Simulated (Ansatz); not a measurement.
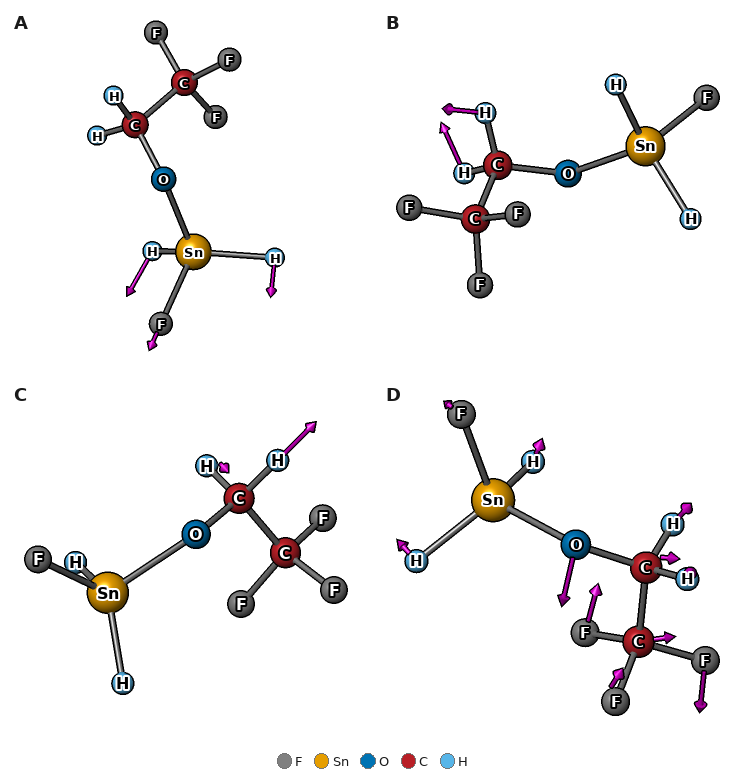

4 normal modes of one molecule or complex, as arrows. Harmonic vibrations computed with RKS PBE0-D4/def2-TZVP, core potentials on Sn (Ansatz 0.2.0) at a stationary point of the same level.

Question: Match the panels to the wavenumbers 248 cm⁻¹, 618 cm⁻¹, 1483 cm⁻¹, 3086 cm⁻¹.

Answer: A: 618 cm⁻¹
B: 1483 cm⁻¹, H–C–H bending
C: 3086 cm⁻¹, C–H stretching
D: 248 cm⁻¹, angle bending
